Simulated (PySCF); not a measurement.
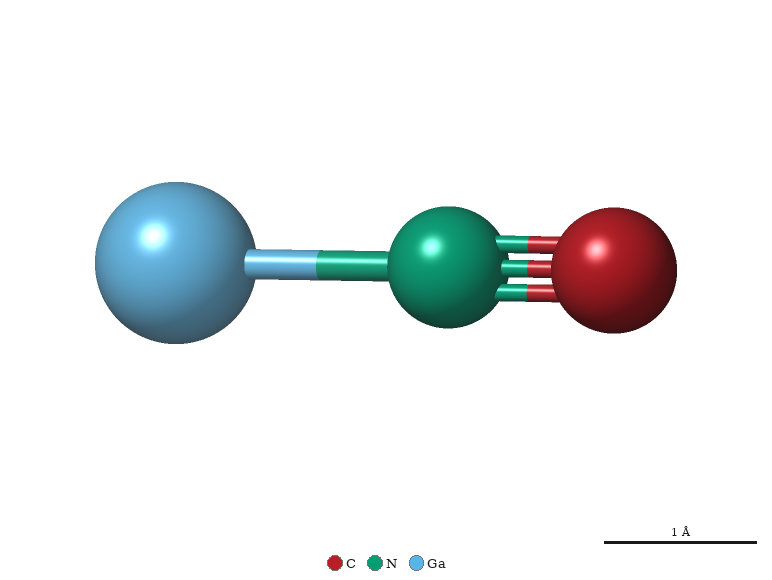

The geometry was computed by an optimisation with PBE0-D3(BJ)/def2-SVP. No frequency run is at hand to confirm it as a minimum.

What does the picture show?

The molecule is CGaN. SMILES: `[C-]#[N+][Ga]`. The point group is C∞v. All atoms lie on one line. Coordination: 1 N linear.
